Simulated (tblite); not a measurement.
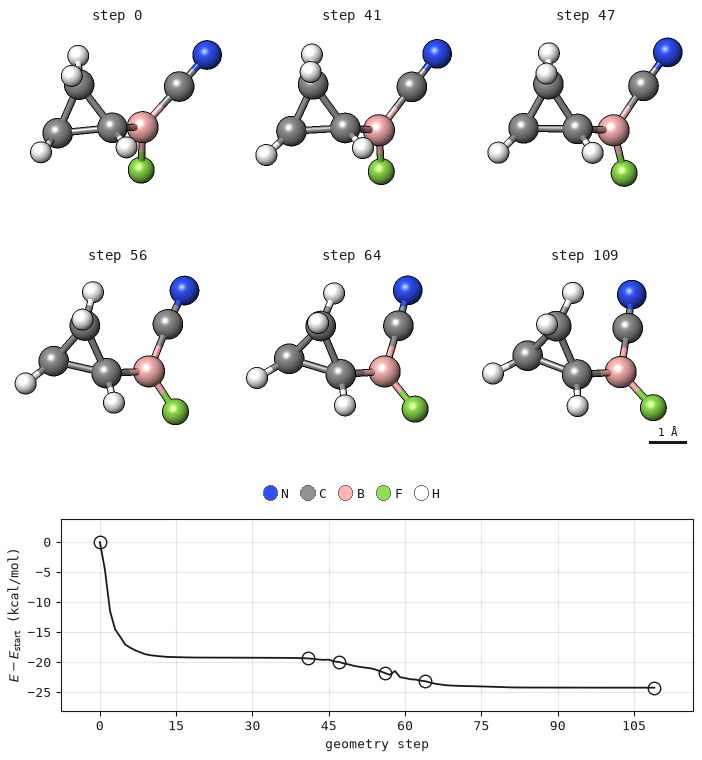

Frames of a relaxation of C$_{4}$H$_{4}$BFN (multiplicity 2), marked on the history of the run. Style: ball-and-stick. Shown from a free direction.

The calculation used GFN2-xTB geometry optimisation, gas phase in tblite 0.8.0. 

Question: What happens along the run?

Answer: The F atom moves most after the best rigid fit: 1.66 Å. By element the largest moves are F 1.66 Å, N 1.43 Å, H 1.16 Å, C 0.65 Å, B 0.44 Å. Near-neighbour distances that change, for instance: B–F 1.452 → 1.321 Å, C–C 1.518 → 1.443 Å, B–C 1.599 → 1.548 Å, C–C 1.508 → 1.550 Å. Among the angles between lasting bonds that change: C–C–H 110.0° → 132.6°, C–C–H 110.2° → 128.9°, B–C–C 112.9° → 122.9°. Groups turn about B–C by about 85°. Over 109 geometry steps the energy falls by 24.2 kcal/mol. Cost: 0.67 s on 1 thread of Intel(R) Xeon(R) Platinum 8259CL CPU @ 2.50GHz, on a shared host. From step 0 to 41: an H atom moves most (0.33 Å), energy −19.4 kcal/mol. From step 41 to 47: the F atom moves most (0.31 Å), energy −0.59 kcal/mol. From step 47 to 56: the F atom moves most (0.73 Å), energy −1.82 kcal/mol. From step 56 to 64: the N atom moves most (0.30 Å), energy −1.38 kcal/mol. From step 64 to 109: an H atom moves most (0.35 Å), energy −1.07 kcal/mol.
